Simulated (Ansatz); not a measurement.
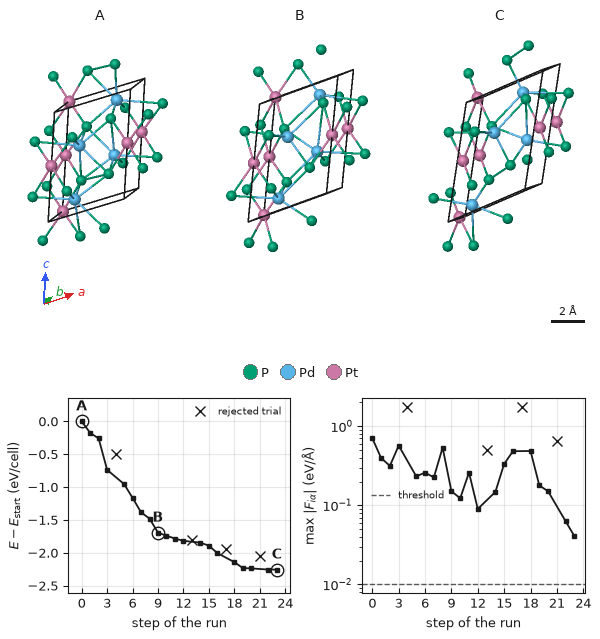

Frames of a relaxation of solid P2Pd2Pt (built on the K2Te2Pd-71 type type), marked on the history of the run. The picture is a ball-and-stick view of the cell of the calculation, reduced to other axes, seen slightly off an axis. Lengths and directions refer to the drawn axes.

Case: shaken.

These are results of DFT, PBEsol, plane waves, PAW (Ansatz), not measurements.

Input
```yaml
crystal:
  lattice:
    - [-1.7207960461, 3.4839711483, 3.0594258463]
    - [1.6566946724, -3.524472659, 3.0694478875]
    - [3.6408589993, 7.1473222094, -6.2105300362]
  atoms:
    - { symbol: P, position: [0.3074321192, 0.8039305702, 0.2665769717] }
    - { symbol: P, position: [0.7102034629, 0.1956988465, 0.2331637722] }
    - { symbol: Pd, position: [0.6956563411, 0.5051415329, 0.1027391217] }
    - { symbol: Pd, position: [0.3043888664, 0.4921633734, 0.3959887306] }
    - { symbol: Pt, position: [0.0087908025, 0.01353739, 0.0022636693] }
    - { symbol: P, position: [0.2784001673, 0.7789173736, 0.7500644733] }
    - { symbol: P, position: [0.7175489018, 0.1817696181, 0.7418490015] }
    - { symbol: Pd, position: [0.7058918239, 0.5083779297, 0.6082601148] }
    - { symbol: Pd, position: [0.2838505715, 0.4686406381, 0.8828270871] }
    - { symbol: Pt, position: [-0.0001944496, -0.0210838863, 0.4890924487] }
kpoints:
  mp_grid: { grid: [6, 6, 6] }
hamiltonian:
  xc: pbesol
scf:
  occupations: { method: fermi_dirac, width: 0.05 }
relax:
  f_tol: 0.01
  cell: {}
  max_steps: 120
```

Launched with:
```bash
ansatz run input.yaml --threads 2 --pin off --max-ram 2211MiB --backend cpu --events-out ev --progress --plain --runs-dir out
```

> What happens along the run?

The run was cut off at its time limit before the relaxation converged, so the last structure is only a point on the way. Over 19 accepted moves (23 points after the start) the energy falls by 2.254 eV per cell of the calculation. Largest force component: 0.7 eV/Å at the start, 0.041 eV/Å at the end. Pressure: −2.26 GPa at the start and −0.56 GPa at the end. The line search rejected the trial steps at points 4, 13, 17, 21 of the run. Pd8 moves most relative to the cell: 0.69 Å along [2 −2 1]. Largest moves by element: Pd 0.69 Å, P 0.52 Å, Pt 0.38 Å. The volume changes by −1.0 %, with a 4.946 → 5.211 Å (+5.4 %), b 4.959 → 4.617 Å (−6.9 %), c 6.955 → 7.540 Å (+8.4 %), α 71.5° → 80.3°, β 69.9° → 58.1°, γ 76.5° → 75.5°. Near-neighbour distances that change, for instance: Pd3–P7 2.674 → 3.537 Å, Pd4–P6 2.696 → 3.537 Å, P6–Pd8 2.603 → 3.436 Å, P7–Pd9 2.655 → 3.436 Å. Bonds break, among them: Pt5–P6 (2.44 → 3.19 Å). Bond angles that change, for instance: Pd3–P6–P7 61.2° → 102.2°, Pd4–P7–P6 62.5° → 102.2°, P6–P7–Pd8 61.4° → 95.2°. The space group (tolerance 0.01 Å) goes from P1 (No. 1) to P-1 (No. 2). The run took 25 min on 2 threads of Arm Neoverse V1 (shared host), peak memory 1.1 GiB. From step 0 to 9: P1 moves most (0.64 Å), volume +0.6 %, energy −1.692 eV per cell of the calculation. From step 9 to 23: Pd8 moves most (0.70 Å), volume −1.5 %, energy −0.562 eV per cell of the calculation.
